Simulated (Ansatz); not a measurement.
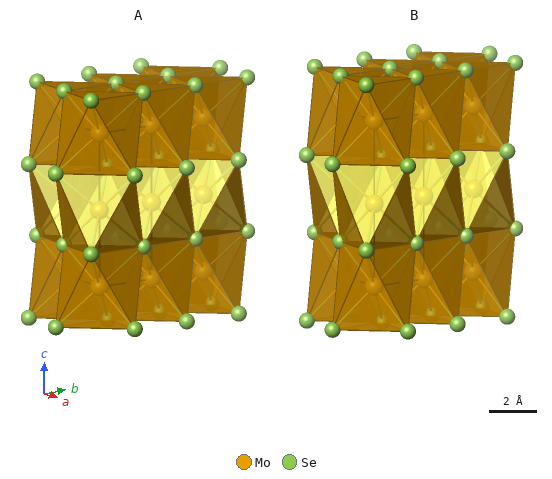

Two geometries of a crystal of MoSe (built on the nickel arsenide type), drawn at one scale. One is the start of a relaxation, the other its converged end. Style: polyhedral. Shown: the cell of the calculation, repeated 1 × 2 × 1 with one cell outlined, slightly off an axis.

The calculation used DFT PBE, scalar-relativistic, plane waves, PAW in Ansatz 0.2.0. Settings: plane-wave cutoff 420 eV; k-point mesh 12 × 12 × 6; occupations gaussian; smearing width 0.1 eV; no spin polarisation; cell and atoms relaxed; force threshold 0.01 eV/Å; at most 80 steps.

### Which geometry has the lower energy?

Structure B is the relaxed one. The atoms keep their places relative to the cell (all moves are under 0.005 Å). The drawn cell changes as follows: a = b 3.440 → 3.284 Å (−4.5 %), c 6.635 → 7.151 Å (+7.8 %); the volume changes by −1.8 %. Among the contacts that change: Mo–Se 2.588 → 2.606 Å. Among the angles between lasting bonds that change: Mo–Se–Mo 79.7° → 86.6°, Se–Mo–Se 83.3° → 78.1°, Mo–Se–Mo 83.3° → 78.1°. The space group stays P6_3/mmc (No. 194). Over 5 accepted moves (7 points after the start) the energy falls by 47.8 meV per cell of the calculation. All forces vanish by symmetry, so only the cell relaxes. Pressure: 0.22 GPa at the start and 0.01 GPa at the end. The line search rejected the trial step at point 4 of the run. At 1 point the geometry stayed and the basis and grid were re-selected for the new cell (energy shift of less than 0.05 meV per cell of the calculation at most each time). Cost: 2.4 min on 1 thread of AMD EPYC 7R43 64-Core Processor (Zen 3), with other jobs on the host, peak memory 0.49 GiB.
